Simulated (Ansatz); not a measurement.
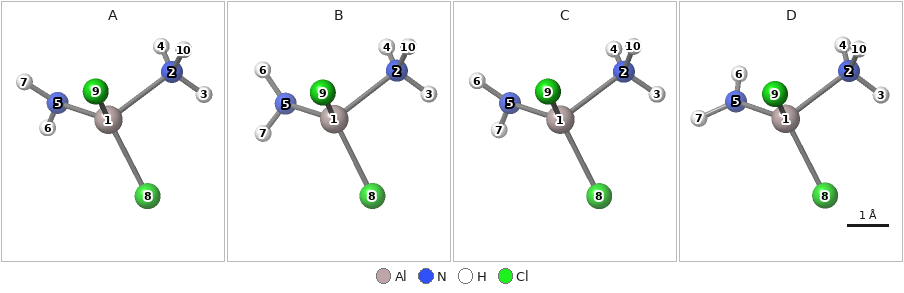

4 geometries from a converged minimum-energy path of AlN2H5Cl2, shuffled. Style: ball-and-stick. Shown from a free direction.

Level of theory: Ansatz, RKS B3LYP-D4/def2-SVP. Settings: 5 movable images; climbing image; force threshold 0.05 eV/Å; iteration limit 60; starting path through a guess of the saddle point.

Question: Which frame is the top of the path?

Answer: D. In order along the path, whose images run from 0 to 6: C (image 0, 0.0 kJ/mol), B (image 1, +2.8 kJ/mol), D (image 3, +14.6 kJ/mol), A (image 6, +0.1 kJ/mol). No bond forms or breaks between the ends. Among the angles between lasting bonds that change up to the highest image: Al1–N2–H4 108.8° → 115.6°, Al1–N5–H6 121.5° → 127.4°.

The run took 4.2 min on 2 threads of Arm Neoverse V2 (shared host), peak memory 0.24 GiB.
